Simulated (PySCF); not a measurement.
**Cu(3+): dipole response in aug-cc-pwCVTZ-DK plus 1 even-tempered diffuse shell per l**

Aim: the static polarisability and the C₆ coefficient of Cu(3+), method by method.

The numbers are computed with PySCF 2.14.0 (unrestricted determinants in a Gaussian basis, no spin-orbit coupling in the energies), except any that are marked as measured or tabulated.

## (1) The atom as given

| Quantity | Value |
| --- | --- |
| Element | copper (Z = 29) |
| Basis | aug-cc-pwCVTZ-DK with one added diffuse shell each of s, p, d, f, g type (11s10p8d5f4g, 152 functions) |
| Hamiltonian | scalar relativity by spin-free X2C-1e |
| State 1 | Cu(3+): [Ar] 3d8, high-spin 3F determinant |
| Methods | PBE |

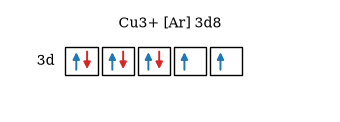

Outer shells as boxes.

The runs were made by one driver on top of PySCF. The scripts below sum up each run's settings (the driver also hands on starting orbitals that pick excited configurations, and frozen orbitals as a list rather than a count), and the logs come from the driver's own runs. The driver starts from symmetry-adapted Hartree-Fock orbitals, holds the occupation by maximum overlap and uses a logarithmic radial grid for functionals, so a plain start would take other cycles.

The integrals over 152 functions and the set-up took 8.7 s of CPU time.

## (2) Cu(3+): PBE

Level: PBE.

The input, input.py:

```python
from pyscf import gto, scf, dft, mp, cc
import basis_set_exchange as bse
mol = gto.M(atom="Cu 0 0 0", charge=3, spin=2, symmetry="D2h",
            basis=gto.basis.parse(bse.get_basis("aug-cc-pwCVTZ-DK", elements=["Cu"], fmt="nwchem", augment_diffuse=1)),
            nucmod="G")
mf = dft.UKS(mol, xc="PBE").sfx2c1e()
mf.irrep_nelec = {'Ag': (5, 3), 'B1g': (1, 1), 'B2g': (1, 1), 'B3g': (1, 1), 'B1u': (2, 2), 'B2u': (2, 2), 'B3u': (2, 2)}
mf.kernel()
```

What it wrote:

```text
damping factor = 0
level_shift factor = 0
DIIS = <class 'pyscf.scf.diis.CDIIS'>
diis_start_cycle = 1
diis_space = 10
diis_damp = 0
SCF conv_tol = 1e-09
SCF conv_tol_grad = None
number electrons alpha = 14  beta = 12
XC functionals = PBE
    J. P. Perdew, K. Burke, and M. Ernzerhof.,  Phys. Rev. Lett. 77, 3865 (1996)
    J. P. Perdew, K. Burke, and M. Ernzerhof.,  Phys. Rev. Lett. 78, 1396 (1997)
    J. P. Perdew, K. Burke, and M. Ernzerhof.,  Phys. Rev. Lett. 77, 3865 (1996)
    J. P. Perdew, K. Burke, and M. Ernzerhof.,  Phys. Rev. Lett. 78, 1396 (1997)
cycle= 1 E= -1652.10652418767  delta_E= -0.0185  |g|= 0.0939  |ddm|= 0.382
cycle= 2 E= -1652.10545000213  delta_E= 0.00107  |g|= 0.152  |ddm|= 0.107
cycle= 3 E= -1652.10790699111  delta_E= -0.00246  |g|= 0.0126  |ddm|= 0.0549
cycle= 4 E= -1652.10792916191  delta_E= -2.22e-05  |g|= 0.000269  |ddm|= 0.00591
cycle= 5 E= -1652.10792917041  delta_E= -8.5e-09  |g|= 2.78e-05  |ddm|= 0.000176
cycle= 6 E= -1652.10792917055  delta_E= -1.41e-10  |g|= 6.83e-07  |ddm|= 2.77e-05
converged SCF energy = -1652.10792917055  <S^2> = 2.0005325  2S+1 = 3.000355
```

CPU time 63 s on a shared host, the integrals not counted.

Orbital energies by shell (radii are means over both spins):

| shell | electrons | mean orbital energy (eV) | spread (eV) | rms radius (bohr) |
| --- | --- | --- | --- | --- |
| 1s β | 1 | -8888.9 | 0 | 0.0601 |
| 1s α | 1 | -8888.9 | 0 | 0.0601 |
| 2s α | 1 | -1109.3 | 0 | 0.255 |
| 2s β | 1 | -1107.9 | 0 | 0.255 |
| 2p α | 3 | -963.74 | 0 | 0.229 |
| 2p β | 3 | -962.73 | 0 | 0.229 |
| 3s α | 1 | -161.67 | 0 | 0.758 |
| 3s β | 1 | -158.99 | 0 | 0.758 |
| 3p α | 3 | -118.81 | 0 | 0.799 |
| 3p β | 3 | -116.18 | 0 | 0.799 |
| 3d α | 5 | -49.926 | 1.475 | 0.965 |
| 3d β | 3 | -48.050 | 0 | 0.965 |

⟨S²⟩ = 2.001, ⟨L²⟩ = 12.01.

The driver then solved the coupled dipole response at imaginary frequencies: mean α = 1.688 bohr³, C₆ = 3.941 au for a like pair.

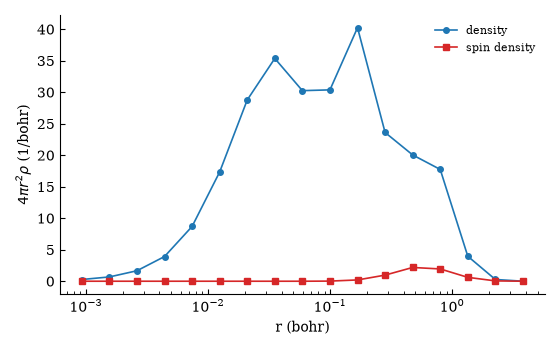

Radial density 4πr²ρ of Cu(3+) at PBE, at 17 stored radii joined by straight lines.

## (3) Polarisabilities and C₆

Cu(3+), in atomic units:

| method | mean α | C₆ (like pair) | S(−4) |
| --- | --- | --- | --- |
| PBE | 1.688 | 3.941 | 1.005 |

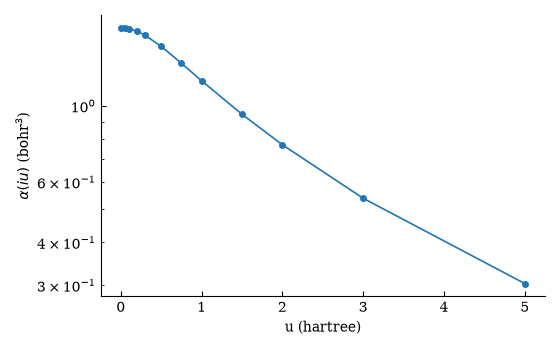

α(iu) of Cu(3+), the polarisability at imaginary frequency, on a logarithmic scale.

## (4) Outcome

```
   quantity              value
α of Cu(3+)  1.688 (PBE) bohr³
```

In words: A single London oscillator with the computed α and C₆ of Cu(3+) at PBE would have ω = 4 C₆ / (3 α²) = 1.84 hartree. The basis is finite, and no extrapolation was made.
